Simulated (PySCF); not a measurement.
```yaml
atoms:
  - { symbol: C, position_ang: [-3.1652, 0.4325, 0.8432] }
  - { symbol: C, position_ang: [-2.7315, 0.2331, -0.6086] }
  - { symbol: C, position_ang: [-1.5178, -0.6368, -0.6934] }
  - { symbol: C, position_ang: [-0.3630, -0.2661, -1.2183] }
  - { symbol: C, position_ang: [0.8553, -1.1424, -1.2910] }
  - { symbol: C, position_ang: [1.9595, -0.5327, -0.5713] }
  - { symbol: C, position_ang: [2.8587, 0.0016, 0.0279] }
  - { symbol: Si, position_ang: [4.2511, 0.8013, 0.9321] }
  - { symbol: H, position_ang: [-2.3640, 0.8938, 1.4160] }
  - { symbol: H, position_ang: [-3.4104, -0.5222, 1.3034] }
  - { symbol: H, position_ang: [-4.0418, 1.0742, 0.8928] }
  - { symbol: H, position_ang: [-2.5251, 1.2010, -1.0692] }
  - { symbol: H, position_ang: [-3.5501, -0.2375, -1.1617] }
  - { symbol: H, position_ang: [-1.6311, -1.6301, -0.2759] }
  - { symbol: H, position_ang: [-0.2385, 0.7287, -1.6265] }
  - { symbol: H, position_ang: [0.6424, -2.1273, -0.8651] }
  - { symbol: H, position_ang: [1.1544, -1.2733, -2.3379] }
  - { symbol: H, position_ang: [4.7126, -0.1111, 1.9826] }
  - { symbol: H, position_ang: [5.3325, 1.0699, -0.0213] }
  - { symbol: H, position_ang: [3.7668, 2.0540, 1.5197] }
```

Geometry: GFN2-xTB.

These are results of PBE0/pcSseg-1, SCF density, gas phase, non-relativistic in PySCF 2.14.0, not measurements.

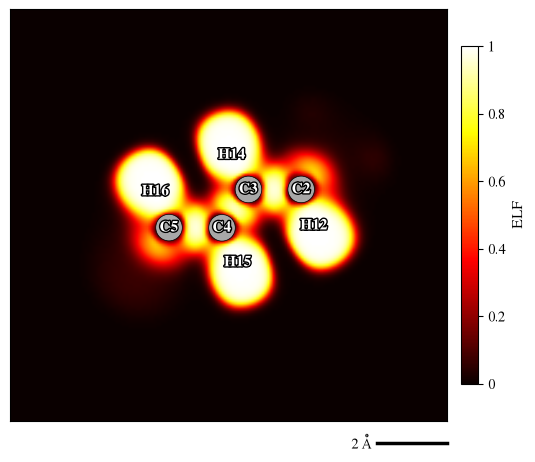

C$_{7}$H$_{12}$Si. ELF on the plane of atoms C5, C4 and H15. Grey discs cover the atomic cores.

### Interpret the plot.

Atoms in the plane: C and H.
C–H (1.08 Å): the ELF climbs to about 1 towards the hydrogen, as it does in any bond to H; an ordinary covalent bond to hydrogen.
C–C (1.32 Å): the ELF peaks at about 0.95 between the atoms (a multiple bond).
